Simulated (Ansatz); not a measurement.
# BH$_{3}$ (SMILES B): what the fields show

```yaml
atoms:
  - { symbol: B, position_ang: [0.0139, -0.0151, -0.0051] }
  - { symbol: H, position_ang: [0.9822, 0.3817, 0.5688] }
  - { symbol: H, position_ang: [-0.2762, -1.1718, 0.0430] }
  - { symbol: H, position_ang: [-0.6644, 0.7449, -0.6269] }
```

Geometry: PBE0-D4/def2-TZVP.

Method: isolated molecule in a Gaussian basis; Hartree-Fock in Ansatz.

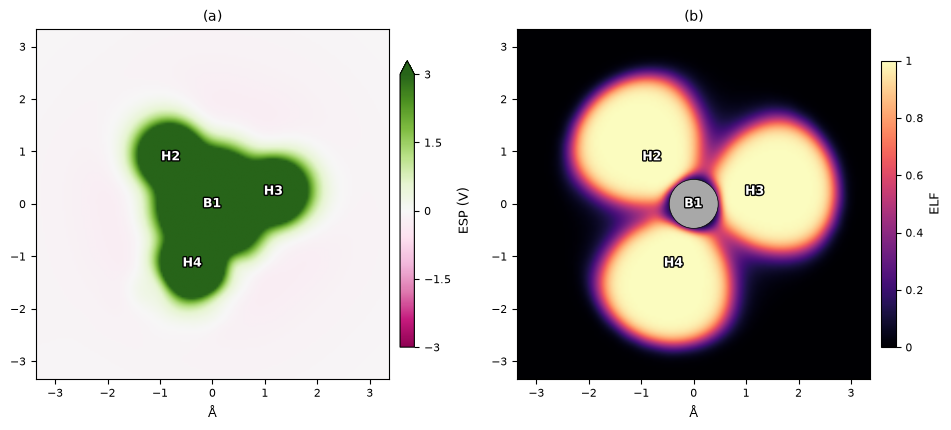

Figure 1. (a) electrostatic potential; (b) electron localisation function on the molecular plane. Grey discs cover the atomic cores in the ELF map.

> Interpret the plot.

The plane passes through B and H nuclei.
B–H (1.19 Å): the ELF climbs to about 1 towards the hydrogen, as it does in any bond to H; a covalent bond by its length.
The potential has no marked negative region in this plane.

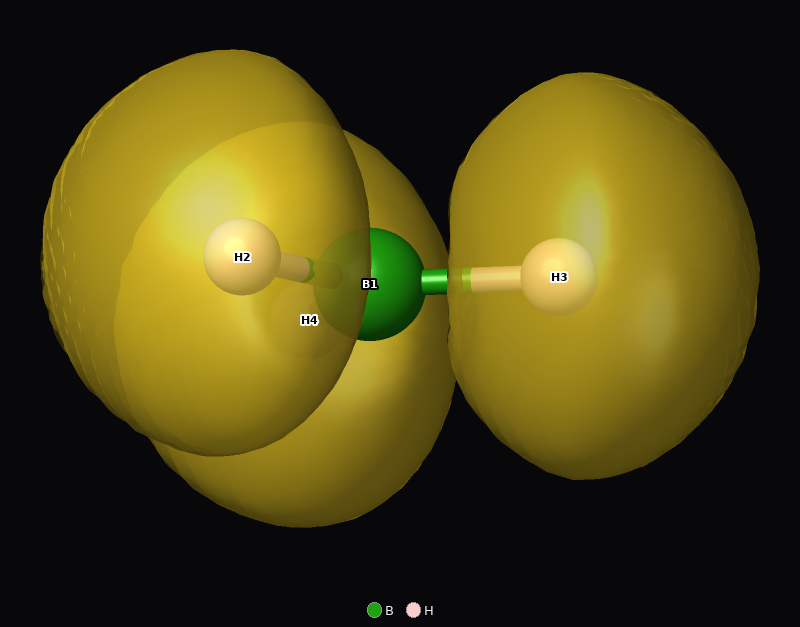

Figure 2. Isosurface of the ELF at 0.85 (yellow), seen from one side. Core shells and regions of very low density are left out.

> Identify the bonds, lone pairs and shells in this picture.

At this value the surface marks out three regions around hydrogen nuclei.

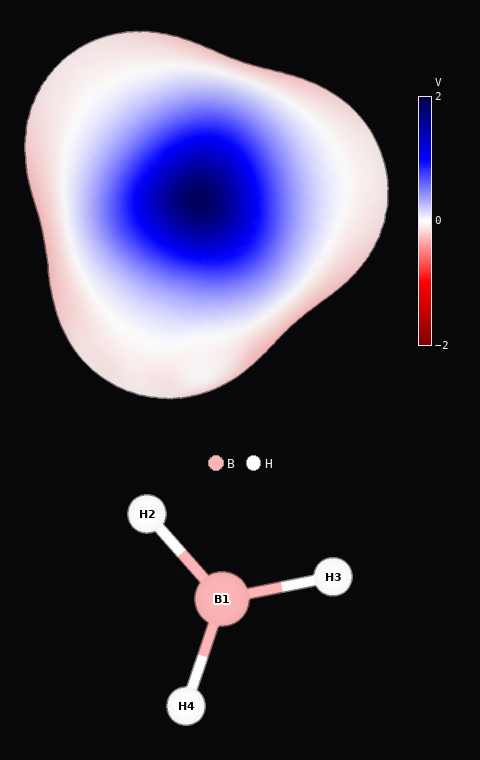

Figure 3. The electrostatic potential painted on the density surface at 0.001 e/bohr³, seen across its widest extent; red is negative and blue positive. The bare structure is drawn below in the same view.

> Which sites attract a positive test charge, and which a negative one?

A positive charge is drawn to the negative regions and a negative charge to the positive ones. The most negative region (about −0.2 V) lies over H2, H3 and H4, the most positive (about +1.8 V) over B1.

> What dipole moment does the calculation give?

Its dipole moment is zero.

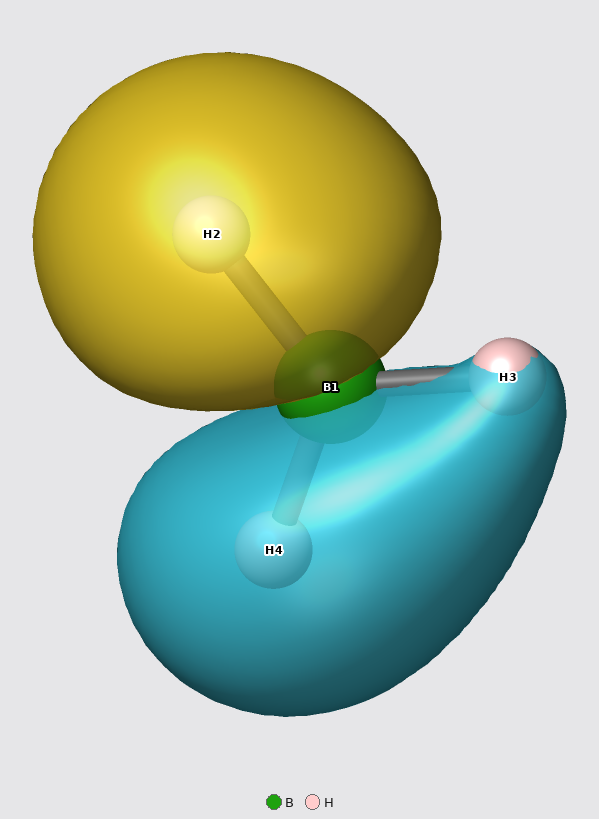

Figure 4. The HOMO at ±0.1 Å⁻³ᐟ² (yellow and cyan are the two phases), seen at a tilt.

> What is the character of this orbital?

It lies mainly on B1 (about 45 %), H2 (about 30 %) and H4 (about 20 %); it is symmetric in the molecular plane (an in-plane orbital: σ, lone-pair or in-plane π type). It is one of a degenerate set, so its orientation is arbitrary. Its energy is −13.55 eV.
